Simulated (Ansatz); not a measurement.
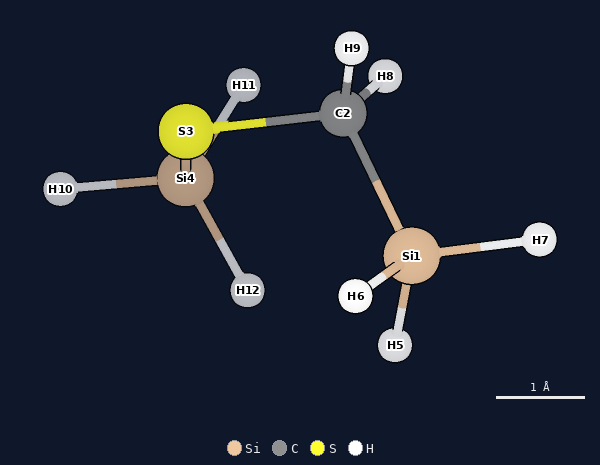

Fig. 1: The structure as given in the input (ball-and-stick view, seen at a tilt; atoms are numbered from 1 in the order of the input).

## CH8SSi2: a changed input and its effect

System: CH8SSi2, SMILES [SiH3]CS[SiH3].
Method of run A: RKS SPW92 (LDA)/def2-TZVPP (Ansatz 0.2.0).

The geometry comes from this level: PBE0-D4/def2-TZVP. Text and figures count atoms from 1; the logs count them from 0 in places.

## Input file, run A
```yaml
crystal:
  periodic: [false, false, false]
  atoms:
    - {symbol: Si, position_ang: [-1.651739, 0.823204, 0.352503]}
    - {symbol: C, position_ang: [-0.648143, -0.740036, 0.649132]}
    - {symbol: S, position_ang: [1.057870, -0.327624, 1.164894]}
    - {symbol: Si, position_ang: [2.017579, -0.217376, -0.729461]}
    - {symbol: H, position_ang: [-1.020080, 1.630857, -0.720717]}
    - {symbol: H, position_ang: [-1.699316, 1.613786, 1.607645]}
    - {symbol: H, position_ang: [-3.040154, 0.471666, -0.058317]}
    - {symbol: H, position_ang: [-0.633297, -1.397848, -0.223256]}
    - {symbol: H, position_ang: [-1.079782, -1.316727, 1.470504]}
    - {symbol: H, position_ang: [3.447663, 0.042953, -0.436430]}
    - {symbol: H, position_ang: [1.859143, -1.504538, -1.458815]}
    - {symbol: H, position_ang: [1.467156, 0.866582, -1.583880]}
basis:
  gaussian: {orbitals: def2-TZVPP}
hamiltonian: {xc: lda}
output: {orbitals: {seedname: orbitals}}
```

Launched with:
```bash
ansatz run in.yaml --threads 4 --pin off --events-out ev --progress --plain --max-ram 10444MiB
```

Hardware: 4 threads of AMD EPYC, 23 GiB of memory available, shared host.

## Output (run A)
```
Functional definition: SPW92
  exchange = slater_x
  correlation = pw_c
1512 factors; their error is unknown
mean field evaluation 1: about -27639.0015 eV, gradient 5.9e1 eV
mean field evaluation 2: about -27621.5794 eV, gradient 9.3e1 eV
mean field evaluation 4: about -27647.3787 eV, gradient 5.8e0 eV
mean field evaluation 8: about -27647.4658 eV, gradient 2.1e-1 eV
mean field evaluation 16: about -27647.4247 eV, gradient 1.5e-4 eV
mean field -27647.42473594 eV, -1016.0241189484 hartree, gradient 4.4e-5 eV, S^2 0.000000; 0 other end points of the search recorded, 0 dependent functions left out
reference -27647.42478115 eV, -1016.0241206098 hartree; 29, 29 occupied and 240, 240 virtual orbitals, 1512 factors
Total energy: -27647.42478115 eV, -1016.0241206098 hartree
```

For run B the input was changed thus:
```diff
-hamiltonian: {xc: lda}
+hamiltonian: {xc: {name: BHLYP}, dispersion: d4}
```

Predict how the results change.

The total energies belong to different models, so their difference says nothing on which is more stable or more accurate. The HOMO goes from −5.82 to −7.92 eV. The LUMO goes from −1.24 to 0.73 eV.

## Output (run B)
```
Functional definition: BHLYP
  parameter a = 0.5
  exchange = (1 - a)*b88_x + a*exact_x
  correlation = lyp_c
1648 factors; their error is unknown
mean field evaluation 1: about -27756.3625 eV, gradient 3.2e1 eV
mean field evaluation 2: about -27756.5188 eV, gradient 3.0e1 eV
mean field evaluation 4: about -27758.7975 eV, gradient 9.7e-1 eV
mean field evaluation 8: about -27758.9160 eV, gradient 2.8e-1 eV
mean field evaluation 16: about -27758.9161 eV, gradient 3.3e-5 eV
mean field -27758.91612920 eV, -1020.1213520791 hartree, gradient 3.3e-5 eV, S^2 0.000000; 0 other end points of the search recorded, 0 dependent functions left out
reference -27758.91633424 eV, -1020.1213596139 hartree; 29, 29 occupied and 240, 240 virtual orbitals, 1648 factors
Total energy: -27759.32171449 eV, -1020.1362570635 hartree
```

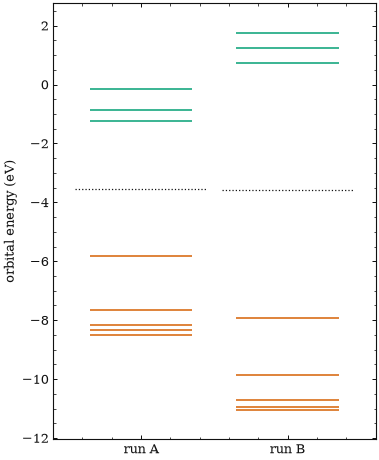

Fig. 2: The five highest filled and three lowest empty orbital energies of the two runs; the dotted lines part filled from empty levels. The HOMO–LUMO gap is 4.57 eV in run A and 8.65 eV in run B.

## The two runs side by side

| quantity | run A | run B |
| --- | --- | --- |
| outcome | converged | converged |
| total energy (hartree) | −1016.024121 | −1020.136257 |
| HOMO (eV) | −5.82 | −7.92 |
| LUMO (eV) | −1.24 | 0.73 |
| basis functions | 269 | 269 |
| wall time (shared host) | 1.4 s | 3.2 s |
